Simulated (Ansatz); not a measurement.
# Sb: pressure series

Base system: Sb in the A7 type structure (space group R-3m, No. 166; a = 4.328 Å, c = 11.344 Å (hexagonal axes); layered).

Cell and atoms are relaxed at each pressure.

Calculations: r2SCAN+rVV10 (Ansatz, a program for electronic structure; PAW; 500 eV plane waves; no spin-orbit coupling).

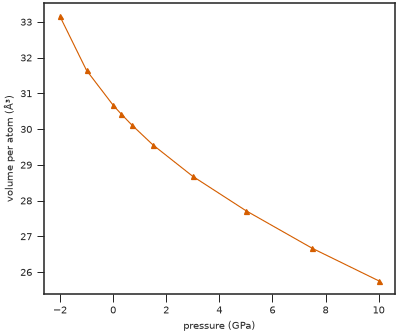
*Volume per atom against pressure*

| pressure (GPa) | volume per atom |
|---|---|
| -2 | 33.15 Å³ |
| -1 | 31.64 Å³ |
| 0.3 | 30.43 Å³ |
| 0.7 | 30.12 Å³ |
| 1.5 | 29.56 Å³ |
| 3 | 28.68 Å³ |
| 5 | 27.72 Å³ |
| 7.5 | 26.67 Å³ |
| 10 | 25.76 Å³ |

Load acts through the strain it causes; cell and atoms are relaxed under it. Whether these cells are dynamically stable was not tested. No other phases were tried under pressure.
